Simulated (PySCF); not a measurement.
# C₇H₁₄F₂Si: what the fields show

```yaml
atoms:
  - { symbol: C, position_ang: [2.7119, -0.3804, 0.0105] }
  - { symbol: C, position_ang: [1.2285, -0.2919, -0.3509] }
  - { symbol: F, position_ang: [1.1466, -0.4326, -1.7391] }
  - { symbol: C, position_ang: [0.4698, -1.4684, 0.2720] }
  - { symbol: C, position_ang: [-1.0023, -1.5827, -0.1285] }
  - { symbol: Si, position_ang: [-2.1717, -0.3583, 0.7377] }
  - { symbol: C, position_ang: [-1.8431, 1.4155, 0.1279] }
  - { symbol: C, position_ang: [-0.5819, 1.5329, -0.7065] }
  - { symbol: F, position_ang: [-0.4278, 2.8717, -1.0621] }
  - { symbol: C, position_ang: [0.6934, 1.0985, 0.0208] }
  - { symbol: H, position_ang: [2.8456, -0.2201, 1.0761] }
  - { symbol: H, position_ang: [3.2726, 0.3736, -0.5368] }
  - { symbol: H, position_ang: [3.1063, -1.3584, -0.2550] }
  - { symbol: H, position_ang: [0.9869, -2.3785, -0.0459] }
  - { symbol: H, position_ang: [0.5621, -1.3984, 1.3570] }
  - { symbol: H, position_ang: [-1.0777, -1.4949, -1.2130] }
  - { symbol: H, position_ang: [-1.3325, -2.5940, 0.1153] }
  - { symbol: H, position_ang: [-3.5593, -0.7290, 0.4419] }
  - { symbol: H, position_ang: [-1.9306, -0.4349, 2.1871] }
  - { symbol: H, position_ang: [-1.7528, 2.1025, 0.9710] }
  - { symbol: H, position_ang: [-2.6810, 1.7743, -0.4713] }
  - { symbol: H, position_ang: [-0.6808, 1.0037, -1.6603] }
  - { symbol: H, position_ang: [0.5443, 1.1389, 1.1004] }
  - { symbol: H, position_ang: [1.4617, 1.8307, -0.2405] }
```

Geometry: GFN2-xTB.

Level of theory: PBE0/pcSseg-1, SCF density, gas phase, non-relativistic in PySCF.

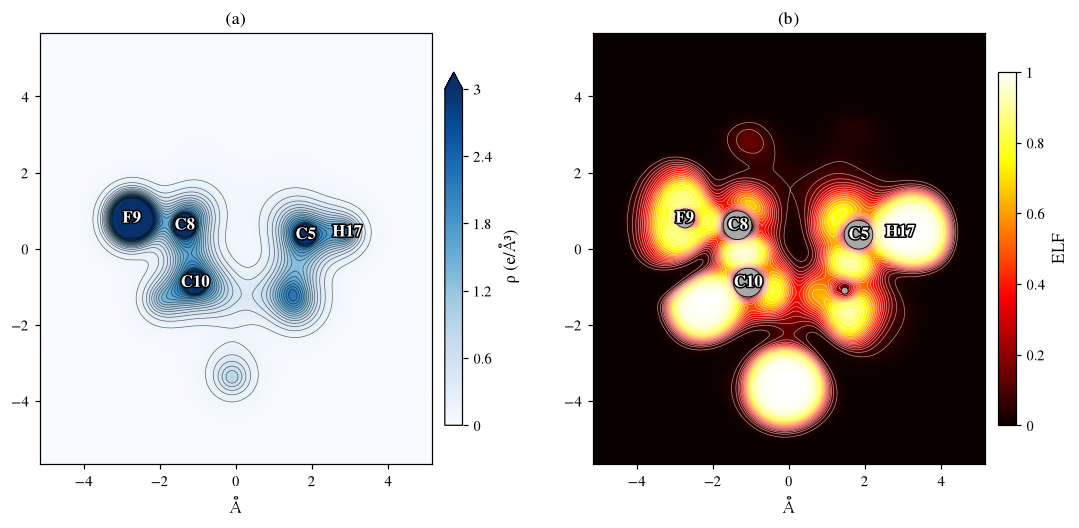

Figure 1. (a) total electron density; (b) electron localisation function on the plane of atoms F9, C8 and C10. Grey discs cover the atomic cores in the ELF map.

Question: Read the bonding off the picture.

Answer: The section cuts through C, F and H sites.
C–F (1.39 Å): the density is about 2 e/Å³ at the midpoint, with its minimum of 1.6 e/Å³ about 0.5 Å from C; the ELF peaks at about 0.85 between the atoms (a shared but strongly polarised pair).
C–C (1.53 Å): the density is about 1.7 e/Å³ at the midpoint; the ELF peaks at about 0.95 between the atoms: localised, covalent bonding.
C–H (1.09 Å): ρ at the midpoint is about 1.9 e/Å³; the ELF climbs to about 1 towards the hydrogen, as it does in any bond to H; a covalent bond by its length.
The ELF also peaks beside F9, away from the bonds: lone-pair regions.

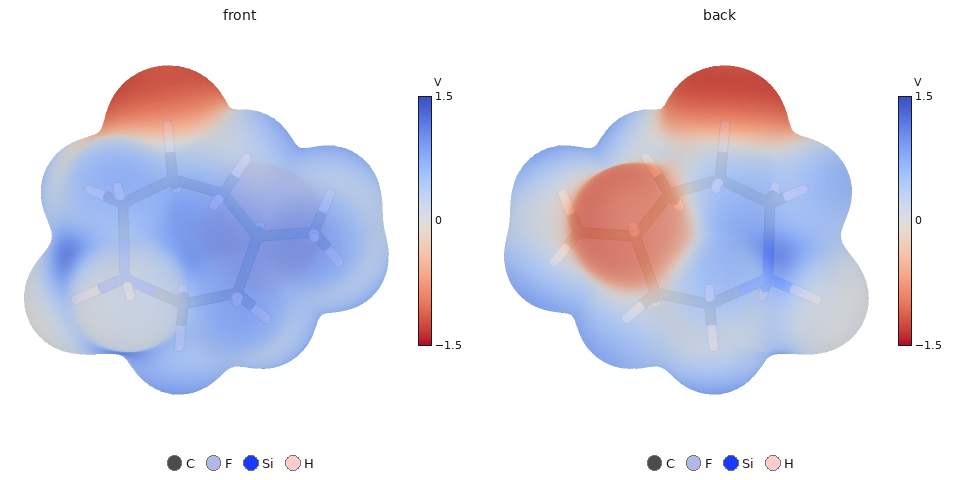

Figure 2. The electrostatic potential painted on the density surface at 0.002 e/bohr³, seen from the front and from behind; the colour scale runs from red (negative) to blue (positive).

Question: Which sites attract a positive test charge, and which a negative one?

Answer: A positive charge is drawn to the negative regions and a negative charge to the positive ones. The most negative region (about −1.2 V) lies over F9, the most positive (about +1.0 V) over Si6.

Question: What dipole moment does the calculation give?

Answer: Its dipole moment is 2.55 D.
